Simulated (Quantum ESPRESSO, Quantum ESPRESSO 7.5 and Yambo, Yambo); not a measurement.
# Beyond one shot: KF (Carobbiite)

Aim: iterate the self-energy on KF (Carobbiite) and follow the gap from cycle to cycle.

Main program and level: Quantum ESPRESSO 7.5 and Yambo 5.3.0; PBE and many-body steps on it, plane waves.

### 1. Set-up

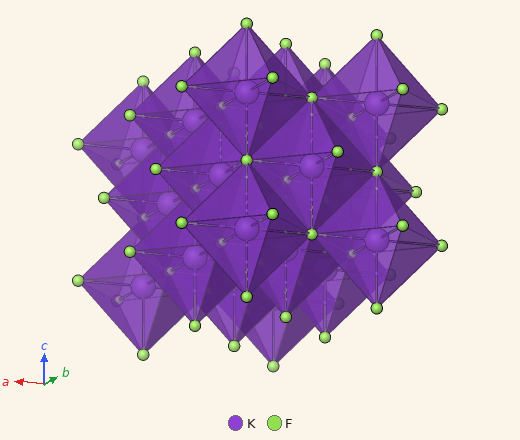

The cell as given, from a free direction (potassium purple, fluorine green). 1×2×1 cells are drawn. This picture shows the conventional cell, with its axes. Some periodic images of atoms are drawn too.

The cell and positions come from the Crystallography Open Database and are kept as given unless a step says otherwise.

### 2. Empty states on the mesh, 4×4×4 mesh, 167 bands

This step: Quantum ESPRESSO 7.5; DFT, PBE, plane waves, norm-conserving pseudopotentials.

The sums over transitions need many empty states on a uniform mesh; this step solves for them.

Input file pw.in:

```
&control
  calculation = 'nscf'
  prefix = 'x'
  outdir = 'o'
  pseudo_dir = 'pseudo'
/
&system
  ibrav = 0
  nat = 2
  ntyp = 2
  ecutwfc = 72.0
  nbnd = 167
  force_symmorphic = .true.
/
&electrons
  conv_thr = 1e-9
  electron_maxstep = 80
  diago_full_acc = .true.
  diago_thr_init = 5e-6
/
ATOMIC_SPECIES
  K 39.098 K.upf
  F 18.998 F.upf
CELL_PARAMETERS angstrom
  -0.0000000000 2.6718500000 2.6718500000
  2.6718500000 -0.0000000000 2.6718500000
  2.6718500000 2.6718500000 0.0000000000
ATOMIC_POSITIONS crystal
  K 0.0000000000 0.0000000000 0.0000000000
  F 0.5000000000 0.5000000000 0.5000000000
K_POINTS automatic
  4 4 4 0 0 0
```

On the command line:

```console
OMP_NUM_THREADS=1 mpirun -n 8 pw.x -nk 4 -in pw.in > pw.out
```

Output:

```text
Program PWSCF v.7.5 starts

     This program is part of the open-source Quantum ESPRESSO suite
     for quantum simulation of materials; please cite
         "P. Giannozzi et al., J. Phys.:Condens. Matter 21 395502 (2009);
         "P. Giannozzi et al., J. Phys.:Condens. Matter 29 465901 (2017);
         "P. Giannozzi et al., J. Chem. Phys. 152 154105 (2020);
     in publications or presentations arising from this work. More details at

     Atomic positions and unit cell read from directory:
     o/x.save/

     Message from routine setup:
[...]
78.1755  81.0804  82.4950  82.4950  83.0432  84.8838  84.8838  85.6328
     [... 9 further rows ...]
   138.4386 138.5362 138.5587 138.5587 138.5673 138.5673 139.7663 139.7663
   144.3867 144.3867 144.4530 144.6298 145.2634 145.2634 146.8314

          k = 0.3536 0.0000 0.0000 (  2650 PWs)   bands (ev):

     [... further k-points ...]

     highest occupied, lowest unoccupied level (ev):     1.5366    7.7360

     XML data file, pseudopotentials, collected wavefunctions

=------------------------------------------------------------------------------=
   JOB DONE.
=------------------------------------------------------------------------------=
```

The job ended after 6.3 s (8 MPI ranks of Arm Neoverse V1, shared host; peak memory 0.52 GiB; 49 s of CPU time).

This step gave:

| Property | Result |
| --- | --- |
| gap | 6.199 eV |
| k of the valence top | 0, 0, 0 |
| k of the conduction bottom | 0, 0, 0 |
| least direct gap | 6.199 eV |
| k points computed | 8 |
| lowest point of the top converged band, above the valence top | 142.2196 eV |

On this mesh the gap is 6.199 eV.

The density comes from a self-consistent run that is not shown.

### 3. Conversion and set-up

This step: Yambo 5.3.0; conversion and set-up on PBE, plane waves, norm-conserving pseudopotentials.

The states are converted to the many-body program's format and the q mesh is built.

On the command line:

```console
(cd o/x.save; p2y > p2y.log; mv SAVE ../..); yambo > setup.log
```

Output:

```text
 Yambo, version 5.3.0

 [02] CORE Variables Setup
 =========================

  [02.01] Unit cells
  ==================

  Cell kind             :  FCC
  Atoms in the cell     :  K  F
  number of K  atoms    :  1
  number of F  atoms    :  1

  List of atomic masses
  Mass of K     :  39.09800
  Mass of F     :  18.99800

  List of atomic coordinates    : [cc]
  K1       :  0.000000  0.000000  0.000000  order 1
  F1       :  5.049065  5.049065  5.049065  order 2

  Alat factors          :  5.049065  5.049065  5.049065 [a.u.]
  Direct lattice volume :  257.4322 [a.u.]
[...]
==========================================

 IBZ Q-points                                      :   8
 BZ  Q-points                                      :   64

 K/Q-points units:
 rlu = crystal or reduced units; cc = cartesian coordinates; iku = interal k-units

 Q [1]          [rlu]:  0.000000  0.000000  0.000000
 Q [2]          [rlu]:  0.16981E-17  0.16981E-17  0.25000
 Q [3]          [rlu]: -0.33962E-17 -0.33962E-17 -0.50000
[...]
Q [7]          [rlu]: -0.14871E-18 -0.50000     -0.50000
 Q [8]          [rlu]:  0.250000 -0.500000 -0.250000

  [03.01] X indexes
  =================

   [03.01.01] Sigma indexes
   ========================

 [06] Game Over & Game summary
```

The job ended after 2.4 s (1 MPI rank; peak memory 0.24 GiB).

### 4. G0W0

G0W0 replaces the xc potential by the self-energy, built once from these orbitals. Only a window of levels is corrected, while the sums run over the empty bands that the input names.

This step: G0W0 on PBE, plane waves, norm-conserving pseudopotentials.

Input file gw1.in:

```
HF_and_locXC
gw0
dyson
ppa
em1d
rim_cut
RandQpts= 1000000
RandGvec= 1 RL
EXXRLvcs= 72 Ry
VXCRLvcs= 288 Ry
Chimod= "HARTREE"
% BndsRnXp
 1 | 167 |
%
NGsBlkXp= 15.5 Ry
% LongDrXp
 1 | 1 | 1 |
%
% GbndRnge
 1 | 167 |
%
DysSolver= "n"
ExtendOut
PPAPntXp= 27.21138 eV
% QPkrange
 1 | 1 | 7 | 10 |
%
```

On the command line:

```console
OMP_NUM_THREADS=1 mpirun -n 8 yambo -F gw1.in -J gw1 -C gw1 > gw1.log
```

Output:

```text
 Yambo, version 5.3.0

 [02] CORE Variables Setup
 =========================

  [... cell, symmetries and grids as in the set-up ...]

  [02.05] Energies & Occupations
  ==============================

  [X] === General ===
  [X] Electronic Temperature                        :  0.000000  0.000000 [eV K]
  [X] Bosonic    Temperature                        :  0.000000  0.000000 [eV K]
  [X] Finite Temperature mode                       : no
  [X] El. density                                   :  0.41942E+24 [cm-3]
  [X] Fermi Level                                   :  1.536557 [eV]

  [X] === Gaps and Widths ===
  [X] Conduction Band Min                           :  6.199421 [eV]
  [X] Valence Band Max                              :  0.000000 [eV]
  [X] Filled Bands                                  :   8
  [X] Empty Bands                                   :    9  167
  [X] Direct Gap                                    :  6.199421 [eV]
  [X] Direct Gap localized at k                     :  1
  [X] Indirect Gap                                  :  6.199421 [eV]
  [X] Indirect Gap between kpts                     :  1  1
  [X] Last valence band width                       :  0.344584 [eV]
  [X] 1st conduction band width                     :  3.553835 [eV]

 [03] Transferred momenta grid and indexing
 ==========================================

 IBZ Q-points                                      :   8
 BZ  Q-points                                      :   64

 K/Q-points units:
 rlu = crystal or reduced units; cc = cartesian coordinates; iku = interal k-units

 Q [1]          [rlu]:  0.000000  0.000000  0.000000
 Q [2]          [rlu]:  0.16981E-17  0.16981E-17  0.25000
 Q [3]          [rlu]: -0.33962E-17 -0.33962E-17 -0.50000
 Q [4]          [rlu]:  0.74356E-19  0.25000      0.25000
 Q [5]          [rlu]: -0.62307E-17  0.25000      0.50000
 Q [6]          [rlu]: -0.33962E-17  0.25000     -0.25000
 Q [7]          [rlu]: -0.14871E-18 -0.50000     -0.50000
 Q [8]          [rlu]:  0.250000 -0.500000 -0.250000

 [04] Coloumb potential Random Integration (RIM)
 ===============================================

  [04.01] RIM initialization
  ==========================

  * Diagonal components only detected *

  8 x (sBL volume)        :  0.120444 [a.u.]
  sBZ random points       :  1000000
  Points outside the sBZ  :   7996195
  RL volume               :  0.963556 [a.u.]
  Integrated volume       :  0.964014 [a.u.]

  [04.02] RIM integrals
  =====================

  Gamma point sphere radius             :  0.089580 [a.u.]
  Points outside the sphere             :   799659
  [Int_sBZ(q=0) 1/q^2]*(Vol_sBZ)^(-1/3) =:  7.764404
                                 should be <:  7.795600

  Summary of Coulomb integrals for non-metallic bands |Q|[au] RIM/Bare

  Q [1] 0.100000E-4 0.995998 * Q [2] 0.269426 1.064955
  Q [4] 0.311106 1.063169 * Q [6] 0.439971 1.026119
  Q [5] 0.515912 1.019126 * Q [3] 0.538852 1.017184
  Q [7] 0.622213 1.014132 * Q [8] 0.695655 1.011034

 [05] Dipoles
 ============

  [05.01] Setup: observables and procedures
  =========================================

 [06] Dynamic Dielectric Matrix (PPA)
 ====================================

 [SLK-Inversion]  Pools        :  2
 [SLK-Inversion]  BLACS grid   :  2  2

 [WR./gw1//ndb.pp]---------------------------------------------------------------
  Brillouin Zone Q/K grids (IBZ/BZ)                :    8   64    8   64
  RL vectors                                       :   3383 [WF]
  Coulomb cutoff potential                         : none
  Electronic Temperature                           :  0.000000 [K]
  Bosonic    Temperature                           :  0.000000 [K]
  PPA    diel. fun.  energies                      : Perdew, Burke & Ernzerhof(X)+Perdew, Burke & Ernzerhof(C)
  wavefunctions                                    : Perdew, Burke & Ernzerhof(X)+Perdew, Burke & Ernzerhof(C)
  Global Gauge                                     : length
  X matrix size                                    :  307
  X band range                                     :    1  167
  X e/h energy range                               : -1.000000 -1.000000 [eV]
  X Time ordering                                  : R
  X Hxc Kernel                                     : HARTREE
  X Drude frequency                                :  0.000000  0.000000
  X poles                                          :  100.0000 [o/o]
  RL vectors in the sum                            :   3383
  [r,Vnl] included                                 : yes
  Field direction                                  :  0.577350E-5  0.577350E-5  0.577350E-5
  BZ energy Double Grid                            : no
  BZ energy DbGd points                            : 0
  BZ Q point size factor                           : -1.000000
  X Optical Averaged directions                    : none

 [07] Local Exchange-Correlation + Non-Local Fock
 ================================================

 [VXC] Plane waves :  21187
 [EXS] Plane waves :  2733

 QP @ state[ 1 ] K range:  1  1
 QP @ state[ 1 ] b range:   7  10

 [xc] Functional : Perdew, Burke & Ernzerhof(X)+Perdew, Burke & Ernzerhof(C)
 [xc] LIBXC used to calculate xc functional
  PP Number of Atomic Species                      :  2
  NLCC RL compoments                               :  21187
  PP Number of Atomic Species                      :  2
  NLCC RL compoments                               :  21187

 [xc] E_xc :  -9.052398 [Ha]
      E_xc :  -18.10480 [Ry]

  Local XC kind (lXC) : Perdew, Burke & Ernzerhof(X)+Perdew, Burke & Ernzerhof(C)
  Non-Local XC kind (nlXC) : Hartree-Fock

  Corrections @ K [1] :  [eV]
 <7|nlXC|7> = -29.45288 -0.18799E-16 <7|lXC|7> = -21.89882  0.66086E-15
 <8|nlXC|8> = -29.45302 -0.18444E-16 <8|lXC|8> = -21.89882  0.11801E-15
 <9|nlXC|9> = -4.028151 -0.29572E-18 <9|lXC|9> = -7.969212  0.18882E-15
 <10|nlXC|10> = -4.982585  0.55684E-18 <10|lXC|10> = -10.84085  0.94408E-16

 [08] Dyson equation: Newton solver
 ==================================

  [08.01] G0W0 (W PPA)
  ====================

  [  GW  ] Bands range     :    1  167
  [GW/PPA] G damping       :  0.100000 [eV]

  QP @ state[ 1 ] K range:  1  1
  QP @ state[ 1 ] b range:   7  10

   Sc/G bands                                       :    1  167
   Sc/G damping                                     :  0.100000 ev
   Sc bands terminator                              : no
   Sx RL components                                 :  2733

   QP @ state[ 1 ] K range                          :  1  1
   QP @ state[ 1 ] b range                          :   7  10
   GF energies kind                                 : Perdew, Burke & Ernzerhof(X)+Perdew, Burke & Ernzerhof(C)
   GF WF`s kind                                     : Perdew, Burke & Ernzerhof(X)+Perdew, Burke & Ernzerhof(C)
   Xs energies kind                                 : Perdew, Burke & Ernzerhof(X)+Perdew, Burke & Ernzerhof(C)
   Xs WF`s kind                                     : Perdew, Burke & Ernzerhof(X)+Perdew, Burke & Ernzerhof(C)

 [11] Game Over & Game summary
```

Wall time 50 s (8 MPI ranks); peak memory 3 GiB; 6.5 min of CPU time.

This step gave:

| Item | Value |
| --- | --- |
| G0W0 gap on the points computed | 9.611 eV |
| starting gap on the mesh | 6.199 eV |
| k of the valence top | 0, 0, 0 |
| k of the conduction bottom | 0, 0, 0 |
| least direct G0W0 gap on the computed points | 9.611 eV |
| Z at the valence top | 0.8104 |
| Z at the conduction bottom | 0.8999 |

The gap on the mesh goes from 6.20 eV to 9.61 eV, a correction of +3.41 eV.

### 5. evGW0, cycle 1

This step: evGW0 on PBE, plane waves, norm-conserving pseudopotentials.

gw3.in, as its differences from gw1.in of step 4:

```diff
@@ -25,3 +25,4 @@
 % QPkrange
- 1 | 1 | 7 | 10 |
+ 1 | 8 | 3 | 12 |
 %
+GfnQPdb= "E < ./gw2/ndb.QP"
```

On the command line:

```console
OMP_NUM_THREADS=1 mpirun -n 8 yambo -F gw3.in -J gw3,gw1_W -C gw3 > gw3.log
```

Output:

```text
 Yambo, version 5.3.0

 [02] CORE Variables Setup
 =========================

  [... cell, symmetries and grids as in the set-up ...]

  [02.05] Energies & Occupations
  ==============================

  [X] === General ===
  [X] Electronic Temperature                        :  0.000000  0.000000 [eV K]
  [X] Bosonic    Temperature                        :  0.000000  0.000000 [eV K]
  [X] Finite Temperature mode                       : no
  [X] El. density                                   :  0.41942E+24 [cm-3]
  [X] Fermi Level                                   :  1.536557 [eV]

  [X] === Gaps and Widths ===
  [X] Conduction Band Min                           :  6.199421 [eV]
  [X] Valence Band Max                              :  0.000000 [eV]
  [X] Filled Bands                                  :   8
  [X] Empty Bands                                   :    9  167
  [X] Direct Gap                                    :  6.199421 [eV]
  [X] Direct Gap localized at k                     :  1
  [X] Indirect Gap                                  :  6.199421 [eV]
  [X] Indirect Gap between kpts                     :  1  1
  [X] Last valence band width                       :  0.344584 [eV]
  [X] 1st conduction band width                     :  3.553835 [eV]

 [03] Transferred momenta grid and indexing
 ==========================================

 IBZ Q-points                                      :   8
 BZ  Q-points                                      :   64

 K/Q-points units:
 rlu = crystal or reduced units; cc = cartesian coordinates; iku = interal k-units

 Q [1]          [rlu]:  0.000000  0.000000  0.000000
 Q [2]          [rlu]:  0.16981E-17  0.16981E-17  0.25000
 Q [3]          [rlu]: -0.33962E-17 -0.33962E-17 -0.50000
[...]
[G+QP] Direct Gap localized at k                  :  1
  [G+QP] Indirect Gap                               :  9.610922 [eV]
  [G+QP] Indirect Gap between kpts                  :  1  1
  [G+QP] Last valence band width                    :  0.418165 [eV]
  [G+QP] 1st conduction band width                  :  4.352955 [eV]

  [coarse-grid] Minimum Bare Gap        [ev]:  6.199421
  [coarse-grid] Minimum Gap Correction  [ev]:  3.411500

  Eqp @ K [1]
   -30.2842     -21.5780     -10.8920     -10.8920     -10.8918    -0.200351E-3   0.00000    -0.302021E-3
    9.61062  15.49713  15.49708  15.49657  17.44922  17.44922  23.50531  33.26522
  Eqp @ K [2]
  -30.22998 -21.62817 -11.04504 -10.91224 -10.91275  -0.54447  -0.21365  -0.21372
[...]
Eqp @ K [3]
[...]
Eqp @ K [4]
[...]
Eqp @ K [5]
[...]
[... 2 further k-points ...]
  Eqp @ K [8]
  -30.14774 -21.62607 -11.29903 -11.29959 -10.97545  -0.49986  -0.24114  -0.24120
   13.96357  13.96352  16.07184  18.73086  19.79649  20.85068  22.31231  22.31231

 [07] Dipoles
 ============

  [07.01] Setup: observables and procedures
  =========================================

 [08] Dynamic Dielectric Matrix (PPA)
 ====================================

   Sc/G bands                                       :    1  167
   Sc/G damping                                     :  0.100000 ev
   Sc bands terminator                              : no
   Sx RL components                                 :  2733

   QP @ state[ 1 ] K range                          :   1   8
   QP @ state[ 1 ] b range                          :   3  12
   GF energies kind                                 : Perdew, Burke & Ernzerhof(X)+Perdew, Burke & Ernzerhof(C)+ E < ./gw2/ndb.QP + @E Fit
   GF WF`s kind                                     : Perdew, Burke & Ernzerhof(X)+Perdew, Burke & Ernzerhof(C)
   Xs energies kind                                 : Perdew, Burke & Ernzerhof(X)+Perdew, Burke & Ernzerhof(C)
   Xs WF`s kind                                     : Perdew, Burke & Ernzerhof(X)+Perdew, Burke & Ernzerhof(C)

 [13] Game Over & Game summary
```

Wall time 6.5 min (8 MPI ranks); peak memory 2.8 GiB; 52 min of CPU time.

Numbers from this step:

| Quantity | Value |
| --- | --- |
| quasiparticle gap on the mesh | 9.855 eV |
| gap of the density functional on the mesh | 6.199 eV |
| k of the valence top | 0, 0, 0 |
| k of the conduction bottom | 0, 0, 0 |
| least direct quasiparticle gap on the computed points | 9.855 eV |
| Z at the valence top | 0.8156 |
| Z at the conduction bottom | 0.9194 |

Against G0W0 in Yambo (4×4×4 mesh, 167 bands, screening to 210.9 eV, Godby-Needs plasmon pole), the gap moves by +0.244 eV.

The program's own table gives 10.130 eV, which is too large where the input levels are shifted: this version takes Σc at the unshifted level E₀, yet steps from the shifted one. The value above is the Newton step from E₀, E₀ + Z(Σc + Σx − Vxc), rebuilt from the printed columns.

### 6. evGW0, cycle 2

The corrected levels of the last cycle go back in.

gw4.in, as its differences from gw3.in of step 5:

```diff
@@ -27,2 +27,2 @@
 %
-GfnQPdb= "E < ./gw2/ndb.QP"
+GfnQPdb= "E < ./gw3_fix/ndb.QP"
```

On the command line:

```console
OMP_NUM_THREADS=1 mpirun -n 8 yambo -F gw4.in -J gw4,gw1_W -C gw4 > gw4.log
```

Output:

```text
 Yambo, version 5.3.0

 [02] CORE Variables Setup
 =========================

  [... cell, symmetries and grids as in the set-up ...]

  [02.05] Energies & Occupations
  ==============================

  [X] === General ===
  [X] Electronic Temperature                        :  0.000000  0.000000 [eV K]
  [X] Bosonic    Temperature                        :  0.000000  0.000000 [eV K]
  [X] Finite Temperature mode                       : no
  [X] El. density                                   :  0.41942E+24 [cm-3]
[...]
Sx RL components                                 :  2733

   QP @ state[ 1 ] K range                          :   1   8
   QP @ state[ 1 ] b range                          :   3  12
   GF energies kind                                 : Perdew, Burke & Ernzerhof(X)+Perdew, Burke & Ernzerhof(C)+ E < ./gw2/ndb.QP + @E Fit+ E < ./gw3_fix/
   GF WF`s kind                                     : Perdew, Burke & Ernzerhof(X)+Perdew, Burke & Ernzerhof(C)
   Xs energies kind                                 : Perdew, Burke & Ernzerhof(X)+Perdew, Burke & Ernzerhof(C)
   Xs WF`s kind                                     : Perdew, Burke & Ernzerhof(X)+Perdew, Burke & Ernzerhof(C)

 [13] Game Over & Game summary
```

Wall time 6.5 min (8 MPI ranks); peak memory 2.8 GiB; 52 min of CPU time.

Numbers from this step:

```yaml
quasiparticle_gap_on_the_mesh: 9.871 eV
gap_of_the_density_functional_on_the_mesh: 6.199 eV
k_of_the_valence_top: 0, 0, 0
k_of_the_conduction_bottom: 0, 0, 0
least_direct_quasiparticle_gap_on_the_computed_points: 9.871 eV
```

Against the cycle before, the gap moves by +0.016 eV.

The program's own table gives 10.160 eV, which is too large where the input levels are shifted: this version takes Σc at the unshifted level E₀, yet steps from the shifted one. The value above is the Newton step from E₀, E₀ + Z(Σc + Σx − Vxc), rebuilt from the printed columns.

(Continued in part 2 of 2.)

[Paths, hosts, dates, memory and timing lines, banners, echoed tables and standing remarks are left out of the program output.]

[Logs are printed without paths, hosts, clocks, repeated set-up lines and the standing remarks that a program may print on its own settings, such as how far it seeks lower states.]

[Runs of the session that timed out or met a known fault of the program may be left out.]

[Hosts, paths, dates, database ids (printed as entryN), source tags and the programs' standing remarks are cut or masked in the printed files.]
